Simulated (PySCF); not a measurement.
```yaml
atoms:
  - { symbol: C, position_ang: [-1.2844, -0.7395, -1.3550] }
  - { symbol: N, position_ang: [-0.9647, 0.1574, -0.2650] }
  - { symbol: C, position_ang: [-1.7904, -0.0730, 0.9012] }
  - { symbol: C, position_ang: [0.4389, 0.2432, 0.0282] }
  - { symbol: C, position_ang: [1.1315, -0.9507, 0.5460] }
  - { symbol: N, position_ang: [2.3509, -0.9136, 0.8571] }
  - { symbol: C, position_ang: [0.9286, 1.5907, 0.5190] }
  - { symbol: C, position_ang: [1.2445, 1.1644, -0.8679] }
  - { symbol: H, position_ang: [-0.6074, -0.5467, -2.1850] }
  - { symbol: H, position_ang: [-1.2119, -1.8037, -1.0836] }
  - { symbol: H, position_ang: [-2.3059, -0.5408, -1.6808] }
  - { symbol: H, position_ang: [-1.5084, 0.6325, 1.6804] }
  - { symbol: H, position_ang: [-1.7045, -1.0937, 1.3048] }
  - { symbol: H, position_ang: [-2.8323, 0.0987, 0.6300] }
  - { symbol: H, position_ang: [0.4992, -1.8475, 0.6279] }
  - { symbol: H, position_ang: [2.7399, -1.7883, 1.2006] }
  - { symbol: H, position_ang: [1.7222, 1.5741, 1.2486] }
  - { symbol: H, position_ang: [0.1811, 2.3554, 0.6585] }
  - { symbol: H, position_ang: [0.7135, 1.6355, -1.6802] }
  - { symbol: H, position_ang: [2.2545, 0.8563, -1.0876] }
```

Geometry: GFN2-xTB.

Level of theory: PBE0/pcSseg-1, SCF density, gas phase, non-relativistic (PySCF 2.14.0).

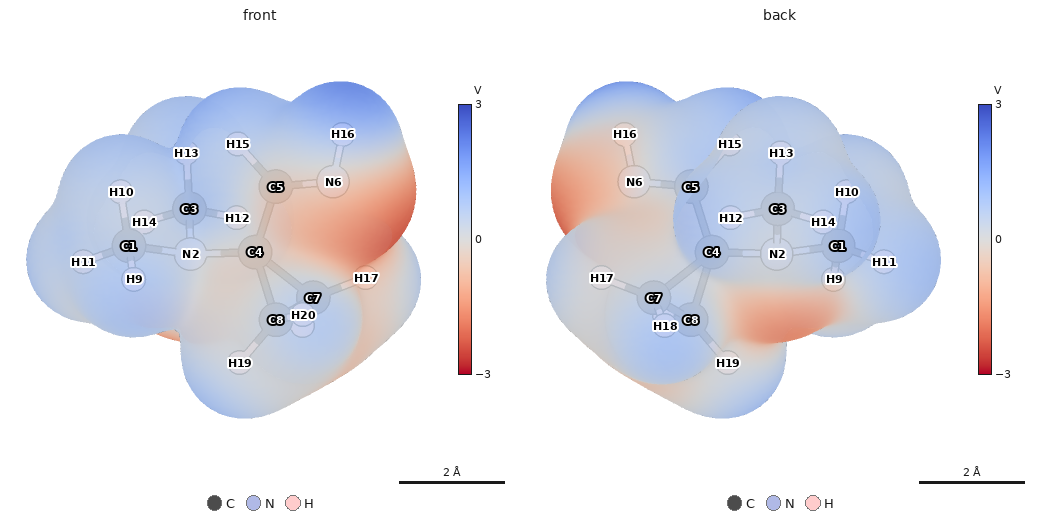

C₆H₁₂N₂ (SMILES [H]/N=C/C1(N(C)C)CC1). The molecular electrostatic potential painted on the density surface at 0.004 e/bohr³, seen from the front and from behind; the colour scale runs from red (negative) to blue (positive).

Question: Describe the electrostatic potential map.

Answer: The most negative region (about −2.2 V) lies over N6, the most positive (about +1.8 V) over H16. N6 is the likeliest acceptor of a hydrogen bond.

Question: How polar is the molecule by this calculation?

Answer: Its dipole moment is 1.93 D.
